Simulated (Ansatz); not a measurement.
Starting cell, ZnO (wurtzite):

```
ZnO
1.0
    3.23518     0.00000     0.00000
   -1.61759     2.80175     0.00000
    0.00000     0.00000     5.21141
Zn O
2 2
Direct
  0.66667   0.33333   0.00241
  0.33333   0.66667   0.50241
  0.66667   0.33333   0.62279
  0.33333   0.66667   0.12279
```

In each cell atom 4 (O, nearest neighbour Zn at 1.970 Å; its periodic images, 3.2 Å or more away, move with it) moves by s·(0.577, 0.577, 0.577) (along Cartesian [111]), the rest being held.

These are r2SCAN (plane waves to 500 eV, PAW, scalar-relativistic; Ansatz, a program for electronic structure) values and carry that method's errors. k mesh 9×9×5 (Γ-centred), Fermi-Dirac smearing 0.05 eV. Energies are smeared free energies. ZnO was relaxed with its symmetry unable to fall. The zero of ΔE is the undisplaced structure.

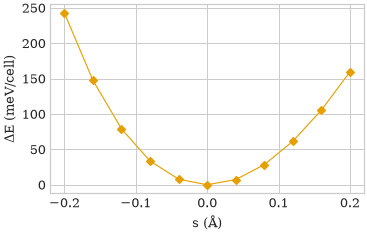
*ΔE (meV/cell) against s (Å); computed points joined by lines.*

**Question.** Is the energy the same for displacements of ±0.200 Å, and if not, which side lies higher?

**Answer.** Not even: the negative side lies higher at ±0.200 Å.

**Question.** What is the energy change at s = 0.200 Å?

**Answer.** About 160 meV/cell.

(For displaced atoms, the force is minus the slope of the energy, and its curvature is a force constant, which sets phonon frequencies.)
